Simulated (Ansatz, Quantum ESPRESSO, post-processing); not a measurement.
# Gate doping of honeycomb AsN, 2 layers, AB stacking, part 4 of 7

How rigid are the bands of honeycomb AsN, 2 layers, AB stacking under field-effect doping?

Quantum ESPRESSO 7.5; plane-wave DFT, PBE, GBRV ultrasoft pseudopotentials; geometry by Ansatz 0.2.0 with PAW datasets.

So far. Step 3 (Ground state: neutral sheet, no gate): The run needed 17 iterations to bring the estimated error under 1e-07 Ry. Step 6 (Bands along a path: neutral sheet, no gate): Along this path the valence top lies between K and Γ and the conduction bottom at M.

## 7. Self-consistent run: charge 0.0154 e against a gate

gate = .true. adds a charged plate at zgate that balances tot_charge; a barrier (block_1 to block_2, block_height) keeps the electrons off it, and dipfield leaves the far side free of field. Negative tot_charge adds electrons. The total energies that the log prints beside a gate are not used here.

File g1.in:

```
&control
  prefix = 'g1'
  outdir = './out'
  pseudo_dir = './pseudo'
  calculation = 'scf'
  tprnfor = .true.
  tefield = .true.
  dipfield = .true.
  gate = .true.
/
&system
  ibrav = 0
  nat = 4
  ntyp = 2
  ecutwfc = 40
  ecutrho = 200
  occupations = 'smearing'
  smearing = 'fd'
  degauss = 0.004
  edir = 3
  emaxpos = 0.200922
  eopreg = 0.01
  eamp = 0.0
  zgate = 0.212922
  block = .true.
  block_1 = 0.139501
  block_2 = 0.286344
  block_height = 2.0
  tot_charge = 0.0154
  nbnd = 16
/
&electrons
  conv_thr = 1e-07
  mixing_beta = 0.4
  electron_maxstep = 120
  mixing_mode = 'local-TF'
  startingpot = 'file'
/
ATOMIC_SPECIES
  N   14.0070  n_pbe_v1.2.uspp.F.UPF
  As  74.9216  as_pbe_v1.uspp.F.UPF
CELL_PARAMETERS angstrom
  2.95552558194245 -0.00000000000000 -0.00000000000000
  -1.47776279097123 2.55956023549695 -0.00000000000000
  -0.00000000000000 -0.00000000000000 27.24000000000000
ATOMIC_POSITIONS crystal
  N   0.666666666667 0.333333333333 0.406604666595
  As  0.333333333333 0.666666666667 0.441457616369
  N   -0.000000000000 -0.000000000000 0.558430446622
  As  0.666666666667 0.333333333333 0.593507270414
K_POINTS automatic
  12 12 1 0 0 0
```

Launch:

```
$ cp -r out/g0.save out/g1.save
$ OMP_NUM_THREADS=1 mpirun -n 4 pw.x -nk 4 -in g1.in > g1.out
```

What it wrote:

```text
[banner, memory and clock lines left out]
Program PWSCF v.7.5 starts
[citation notice left out]

[...]
Message from routine setup:
[...]
bravais-lattice index     =            0
     lattice parameter (alat)  =       5.5851  a.u.
     unit-cell volume          =    1390.6050 (a.u.)^3
     number of atoms/cell      =            4
     number of atomic types    =            2
     number of electrons       =        19.98
     number of Kohn-Sham states=           16
     kinetic-energy cutoff     =      40.0000  Ry
     charge density cutoff     =     200.0000  Ry
     scf convergence threshold =      1.0E-07
     mixing beta               =       0.4000
     number of iterations used =            8  local-TF  mixing
     Exchange-correlation= SLA  PW   PBE  PBE
                           (   1   4   3   4   0   0   0)

[...]
PseudoPot. # 1 for N  read from file:
     ./pseudo/n_pbe_v1.2.uspp.F.UPF
     Pseudo is Ultrasoft + core correction, Zval =  5.0
     Generated by new atomic code, or converted to UPF format
     Using radial grid of  729 points,  4 beta functions with:
                l(1) =   0
                l(2) =   0
                l(3) =   1
                l(4) =   1
     Q(r) pseudized with  8 coefficients,  rinner =    0.900   0.900   0.900

     PseudoPot. # 2 for As read from file:
     ./pseudo/as_pbe_v1.uspp.F.UPF
     Pseudo is Ultrasoft + core correction, Zval =  5.0
     Generated by new atomic code, or converted to UPF format
     Using radial grid of  875 points,  6 beta functions with:
                l(1) =   0
                l(2) =   0
                l(3) =   1
                l(4) =   1
                l(5) =   2
                l(6) =   2
     Q(r) pseudized with  8 coefficients,  rinner =    1.300   1.300   1.300
                                                       1.300   1.300

     atomic species   valence    mass     pseudopotential
     N                 5.00    14.00700     N ( 1.00)
     As                5.00    74.92160     As( 1.00)

      6 Sym. Ops. (no inversion) found

                                    s                        frac. trans.

      isym =  1     identity

 cryst.   s( 1) = (     1          0          0      )
                  (     0          1          0      )
                  (     0          0          1      )

 cart.    s( 1) = (  1.0000000 -0.0000000  0.0000000 )
                  (  0.0000000  1.0000000  0.0000000 )
                  (  0.0000000  0.0000000  1.0000000 )

      isym =  2     120 deg rotation - cryst. axis [0,0,1]

 cryst.   s( 2) = (     0          1          0      )
                  (    -1         -1          0      )
                  (     0          0          1      )

 cart.    s( 2) = ( -0.5000000 -0.8660254  0.0000000 )
                  (  0.8660254 -0.5000000  0.0000000 )
                  (  0.0000000  0.0000000  1.0000000 )

      isym =  3     120 deg rotation - cryst. axis [0,0,-1]

 cryst.   s( 3) = (    -1         -1          0      )
                  (     1          0          0      )
                  (     0          0          1      )

 cart.    s( 3) = ( -0.5000000  0.8660254  0.0000000 )
                  ( -0.8660254 -0.5000000  0.0000000 )
                  (  0.0000000  0.0000000  1.0000000 )

      isym =  4     inv. 180 deg rotation - cart. axis [1,0,0]

 cryst.   s( 4) = (    -1          0          0      )
                  (     1          1          0      )
                  (     0          0          1      )

 cart.    s( 4) = ( -1.0000000 -0.0000000  0.0000000 )
                  (  0.0000000  1.0000000  0.0000000 )
                  (  0.0000000  0.0000000  1.0000000 )

      isym =  5     inv. 180 deg rotation - cryst. axis [0,1,0]

 cryst.   s( 5) = (     1          1          0      )
                  (     0         -1          0      )
                  (     0          0          1      )

 cart.    s( 5) = (  0.5000000  0.8660254  0.0000000 )
                  (  0.8660254 -0.5000000  0.0000000 )
                  (  0.0000000  0.0000000  1.0000000 )

      isym =  6     inv. 180 deg rotation - cryst. axis [1,1,0]

 cryst.   s( 6) = (     0         -1          0      )
                  (    -1          0          0      )
                  (     0          0          1      )

 cart.    s( 6) = (  0.5000000 -0.8660254  0.0000000 )
                  ( -0.8660254 -0.5000000  0.0000000 )
                  (  0.0000000  0.0000000  1.0000000 )

[...]
number of k points=    19  Fermi-Dirac smearing, width (Ry)=  0.0040
[...]
Dense  grid:    66579 G-vectors     FFT dimensions: (  25,  25, 240)

     Smooth grid:    47643 G-vectors     FFT dimensions: (  24,  24, 216)

     Dynamical RAM for                 wfc:       1.45 MB

     Dynamical RAM for     wfc (w. buffer):       8.70 MB

     Dynamical RAM for           str. fact:       2.03 MB

     Dynamical RAM for           local pot:       0.00 MB

     Dynamical RAM for          nlocal pot:       4.71 MB

     Dynamical RAM for                qrad:       2.27 MB

     Dynamical RAM for          rho,v,vnew:       6.48 MB

     Dynamical RAM for               rhoin:       2.16 MB

     Dynamical RAM for            rho*nmix:      16.25 MB

     Dynamical RAM for           G-vectors:       4.17 MB

     Dynamical RAM for          h,s,v(r/c):       0.05 MB

     Dynamical RAM for          <psi|beta>:       0.01 MB

     Dynamical RAM for                 psi:       2.90 MB

     Dynamical RAM for                hpsi:       2.90 MB

     Dynamical RAM for                spsi:       2.90 MB

     Dynamical RAM for      wfcinit/wfcrot:       2.91 MB

     Dynamical RAM for           addusdens:      48.51 MB

     Dynamical RAM for          addusforce:      48.77 MB

     Adding charged plate to compensate the charge of the system - add_gatefield
     see PRB 89, 245406 (2014), works only for 2D systems perpendicular to z
                                i.e. 3rd lattice vector is (0,0,c)

        prefactor of the potential in [Ha a.u.]:     0.003582
               position of the gate within cell:     0.21292
         ion-gate + gate-gate contribution to the total energy:     1.465551
                         gate-gate contribution:     0.000473

        Adding potential to prevent charge spilling into region of the gate
        Potential is linearly increased and decreased within the first/last eopreg of block_size
[...]
86 MiB allocation reported by mallinfo(arena+hblkhd)
[...]
------------------
     c_bands:  1 eigenvalues not converged
[...]
negative rho (up, down):  3.095E-04 0.000E+00

[...]
Dipole                0.3733 Ry au,          0.9489 Debye
[...]
total energy              =    -119.38609602 Ry
     estimated scf accuracy    <       0.00012797 Ry

[...]
iteration # 11     ecut=    40.00 Ry     beta= 0.40
[...]
---- Real-time Memory Report at c_bands before calling an iterative solver
           162 MiB given to the printing process from OS
            91 MiB allocation reported by mallinfo(arena+hblkhd)
[...]
------------------
[...]
negative rho (up, down):  2.336E-04 0.000E+00

[...]
Dipole                0.3845 Ry au,          0.9774 Debye
[...]
total energy              =    -119.38611476 Ry
     estimated scf accuracy    <       0.00001342 Ry

     iteration # 12     ecut=    40.00 Ry     beta= 0.40
[...]
---- Real-time Memory Report at c_bands before calling an iterative solver
           162 MiB given to the printing process from OS
            91 MiB allocation reported by mallinfo(arena+hblkhd)
[...]
------------------
[...]
negative rho (up, down):  3.525E-04 0.000E+00

[...]
Dipole                0.3881 Ry au,          0.9865 Debye
[...]
total energy              =    -119.38611580 Ry
     estimated scf accuracy    <       0.00000116 Ry

     iteration # 13     ecut=    40.00 Ry     beta= 0.40
[...]
---- Real-time Memory Report at c_bands before calling an iterative solver
           162 MiB given to the printing process from OS
            91 MiB allocation reported by mallinfo(arena+hblkhd)
[...]
------------------
[...]
negative rho (up, down):  4.102E-04 0.000E+00

[...]
Dipole                0.3891 Ry au,          0.9890 Debye
[...]
total energy              =    -119.38611631 Ry
     estimated scf accuracy    <       0.00000049 Ry

     iteration # 14     ecut=    40.00 Ry     beta= 0.40
[...]
---- Real-time Memory Report at c_bands before calling an iterative solver
           162 MiB given to the printing process from OS
            91 MiB allocation reported by mallinfo(arena+hblkhd)
[...]
------------------
[...]
negative rho (up, down):  4.222E-04 0.000E+00

[...]
Dipole                0.3894 Ry au,          0.9897 Debye
[...]
End of self-consistent calculation

          k = 0.0000 0.0000 0.0000 (  5995 PWs)   bands (ev):

   -21.0535 -19.5723 -10.9822  -9.3536  -4.7414  -4.7414  -3.8253  -3.2575
    -3.2575  -1.8234  -0.5087   1.3349   2.1391   2.5964   3.2816   3.2816

     occupation numbers
     1.0000   1.0000   1.0000   1.0000   1.0000   1.0000   1.0000   1.0000
     1.0000   0.9996   0.0000   0.0000   0.0000   0.0000   0.0000   0.0000

          k = 0.0000 0.0962 0.0000 (  5991 PWs)   bands (ev):

   -20.9276 -19.4463 -10.9140  -9.2958  -5.5029  -4.9047  -4.0232  -3.6874
    -3.4215  -1.7000   0.0086   1.8221   2.3006   2.7301   2.8381   3.4197

     occupation numbers
     1.0000   1.0000   1.0000   1.0000   1.0000   1.0000   1.0000   1.0000
     1.0000   0.9957   0.0000   0.0000   0.0000   0.0000   0.0000   0.0000

[...]
the Fermi energy is    -1.4037 ev

!    total energy              =    -119.38611634 Ry
     estimated scf accuracy    <       0.00000007 Ry
     smearing contrib. (-TS)   =      -0.00045336 Ry
     internal energy E=F+TS    =    -119.38566298 Ry

     The total energy is F=E-TS. E is the sum of the following terms:
     one-electron contribution =    -844.08705833 Ry
     hartree contribution      =     426.11537007 Ry
     xc contribution           =     -73.72322631 Ry
     ewald contribution        =     370.84233101 Ry
     electric field correction =       0.00137001 Ry
     gate field correction     =       1.46555057 Ry

     convergence has been achieved in  14 iterations

     negative rho (up, down):  4.222E-04 0.000E+00

     Forces acting on atoms (cartesian axes, Ry/au):

     atom    1 type  1   force =     0.00000000    0.00000000   -0.00887279
     atom    2 type  2   force =     0.00000000    0.00000000    0.00404039
     atom    3 type  1   force =     0.00000000    0.00000000   -0.00878399
     atom    4 type  2   force =     0.00000000    0.00000000    0.01361639
     The non-local contrib.  to forces
     atom    1 type  1   force =     0.00000000    0.00000000    1.37149692
     atom    2 type  2   force =     0.00000000    0.00000000    0.94794740
     atom    3 type  1   force =     0.00000000    0.00000000    1.37237127
     atom    4 type  2   force =     0.00000000    0.00000000    0.92620040
     The ionic contribution  to forces
     atom    1 type  1   force =    -0.00000000    0.00000000  -23.62814638
     atom    2 type  2   force =     0.00000000   -0.00000000   -8.73716926
     atom    3 type  1   force =     0.00000000   -0.00000000    8.71620052
     atom    4 type  2   force =    -0.00000000    0.00000000   23.64911512
     The local contribution  to forces
     atom    1 type  1   force =    -0.00000000    0.00000000   22.31752165
     atom    2 type  2   force =     0.00000000   -0.00000000    7.75236885
     atom    3 type  1   force =    -0.00000000    0.00000000  -10.03824078
     atom    4 type  2   force =    -0.00000000    0.00000000  -24.61111547
     The core correction contribution to forces
     atom    1 type  1   force =     0.00000000   -0.00000000   -0.01251808
     atom    2 type  2   force =    -0.00000000    0.00000000    0.09572775
     atom    3 type  1   force =    -0.00000000   -0.00000000   -0.01264891
     atom    4 type  2   force =     0.00000000   -0.00000000    0.09342432
     The Hubbard contrib.    to forces
     atom    1 type  1   force =     0.00000000    0.00000000    0.00000000
     atom    2 type  2   force =     0.00000000    0.00000000    0.00000000
     atom    3 type  1   force =     0.00000000    0.00000000    0.00000000
     atom    4 type  2   force =     0.00000000    0.00000000    0.00000000
     The SCF correction term to forces
     atom    1 type  1   force =    -0.00000000    0.00000000   -0.00012561
     atom    2 type  2   force =    -0.00000000    0.00000000   -0.00022978
     atom    3 type  1   force =     0.00000000    0.00000000   -0.00024103
     atom    4 type  2   force =    -0.00000000    0.00000000   -0.00029567

     Gate contribution to forces:
     atom    1 type  1   force =    -0.00000000   -0.00000000   -0.02194342
     atom    2 type  2   force =    -0.00000000   -0.00000000   -0.01944669
     atom    3 type  1   force =    -0.00000000   -0.00000000   -0.01106719
     atom    4 type  2   force =    -0.00000000   -0.00000000   -0.00855442

     Total force =     0.018911     Total SCF correction =     0.000463

[...]
```

Elapsed: 19 s, on 4 MPI ranks of Arm Neoverse V2, shared host; peak memory 0.39 GiB; 74 s of CPU time.

This step gave:

```
Fermi energy : -1.404 eV
```

The program's own clock; routines nest. Time by routine:

```tsv
routine	wall time (s)	calls
PWSCF	18.15	1
electrons	17.27	1
c_bands	9.59	14
cegterg	8.32	70
h_psi	6.73	405
fftw	6.09	7926
vloc_psi	5.8	405
mix_rho	3.93	14
ffts	2.42	1628
sum_band	2.18	14
sum_band:loo	1.2	14
newd	0.87	15
addusdens	0.85	14
v_of_rho	0.74	15
```

The run needed 14 iterations to bring the estimated error under 1e-07 Ry.

## 8. Density by pp.x

File g1.rho.in:

```
&inputpp
  prefix = 'g1'
  outdir = './out'
  filplot = 'g1.rho.dat'
  plot_num = 0
/
```

Launch:

```
$ OMP_NUM_THREADS=1 mpirun -n 4 pp.x -in g1.rho.in > g1.rho.out
```

Run time: 0.83 s. Hardware: 4 MPI ranks; peak memory 0.11 GiB.

This step gave:

| Property | Result |
| --- | --- |
| electrons by integration | 19.98 e |

The density integrates to 19.985 electrons, as the 19.98 of the input ask.

## 9. Potential by pp.x

The potential should show the barrier, the kink at the plate, the step of the dipole correction and a flat far side.

File g1.pot.in:

```
&inputpp
  prefix = 'g1'
  outdir = './out'
  filplot = 'g1.pot.dat'
  plot_num = 11
/
```

Launch:

```
$ OMP_NUM_THREADS=1 mpirun -n 4 pp.x -in g1.pot.in > g1.pot.out
```

What it wrote:

```text
[banner, memory and clock lines left out]
Program POST-PROC v.7.5 starts
[citation notice left out]

[...]
./out/g1.save/

[...]
negative rho (up, down):  4.222E-04 0.000E+00

     Adding external electric field

     Computed dipole along edir(3) :
        Dipole                0.3894 Ry au,          0.9897 Debye
        Dipole field          0.0035 Ry au,

        Potential amp.       -0.3586 Ry
        Total length         50.9614 bohr

     Calling punch_plot, plot_num =  11

     Adding external electric field

     Computed dipole along edir(3) :
        Dipole                0.3894 Ry au,          0.9897 Debye
        Dipole field          0.0035 Ry au,

        Potential amp.       -0.3586 Ry
        Total length         50.9614 bohr

     Writing data to file  g1.pot.dat
     Message from routine chdens:
     namelist plot not found or invalid, exiting
```

Elapsed: 0.82 s, on 4 MPI ranks; peak memory 0.11 GiB.

The potential energy, planar mean oscillates, so the rows of the table below give means over windows of 2.5 Å about each position, cut where the curve ends. Its maxima inside the range that stand out by 2 % of the span (Å: eV): 5.8: 36.1, 12.0: 35.9, 13.8: 4.85, 16.1: 33.9. Its minima: 11.2: -12.8, 12.7: -3.01, 15.3: -14.0, 16.8: -3.99.

Electrostatic potential energy of an electron, with the sawtooth; zero at the Fermi level. The potential energy, planar mean by z; means over each step:

```tsv
z (Å)	potential energy, planar mean (eV)
0.0	3.95
2.5	3.96
5.0	30.4
7.5	23.6
10.0	2.89
12.5	8.81
15.0	3.04
17.5	4.72
20.0	3.94
22.5	3.95
25.0	3.95
```

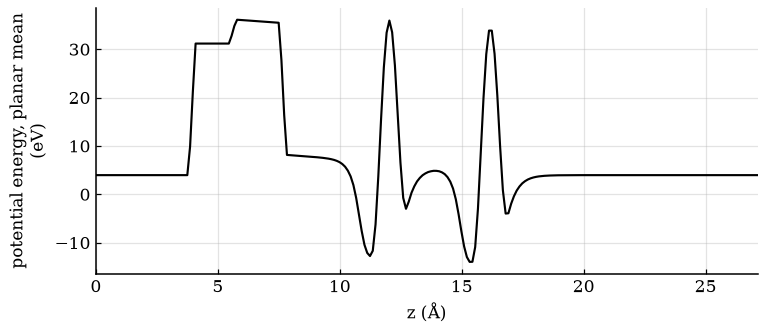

Potential energy, planar mean, plotted against z.

## 10. Induced charge

The planar mean oscillates, so the rows of the table below give means over windows of 1.48 Å about each position, cut where the curve ends. Its maxima inside the range that stand out by 2 % of the span (Å: e/Å³): 11.1: -5.6e-5, 12.1: 2.5e-4, 13.7: 2.8e-5, 15.2: 5.2e-5. Its minima: 10.4: -0.00154, 11.3: -6.1e-4, 12.8: -1.1e-4, 14.8: -1.2e-4, 15.7: -4.8e-5.

The planar mean by z; means over each step:

```tsv
z (Å)	planar mean (e/Å³)
5.18	-4.4e-8
6.66	-2.4e-6
8.14	-4.8e-5
9.62	-7.0e-4
11.10	-6.3e-4
12.58	4.2e-5
14.06	-2.2e-5
15.54	-2.4e-5
17.02	9.8e-6
18.50	2.9e-6
19.98	1.6e-7
21.46	5.0e-9
```

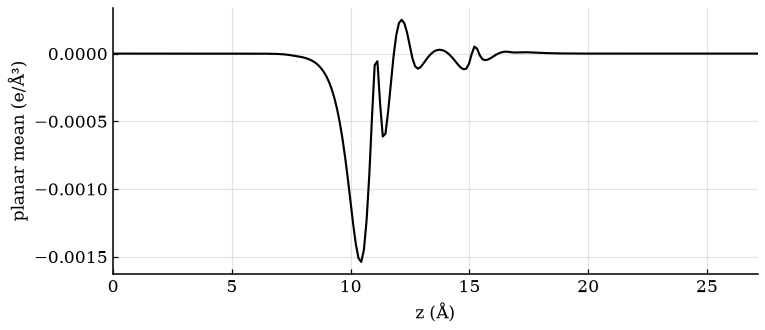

Planar mean against z.

The running integral, electrons below z by z:

```tsv
z (Å)	running integral, electrons below z (e/Å²)
6	-9.4e-8
8	-1.6e-5
10	-6.9e-4
12	-0.00202
14	-0.00197
16	-0.00205
18	-0.00204
20	-0.00204
22	-0.00204
24	-0.00204
26	-0.00204
```

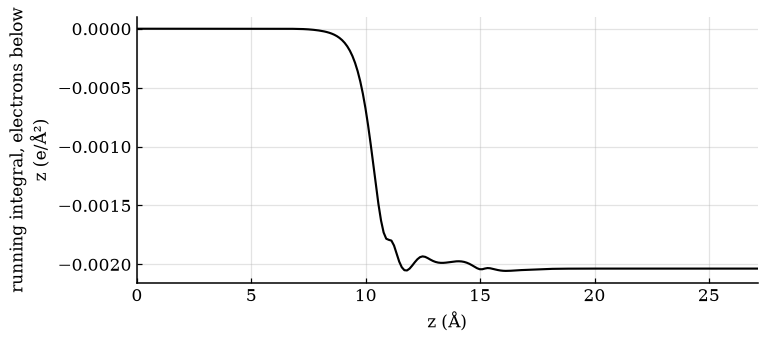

Running integral, electrons below z against z.

(Part 4 of 7 ends here.)

[Logs are printed without paths, hosts, clocks, repeated set-up lines and the standing remarks that a program may print on its own settings, such as how far it seeks lower states.]

[Hosts, paths, dates, database ids (printed as entryN), source tags and the programs' standing remarks are cut or masked in the printed files.]

[Maps of the electrostatic potential energy from Ansatz leave out the sawtooth potential of an applied field or a dipole correction, so their vacuum need not be flat; planar profiles and work functions include it.]
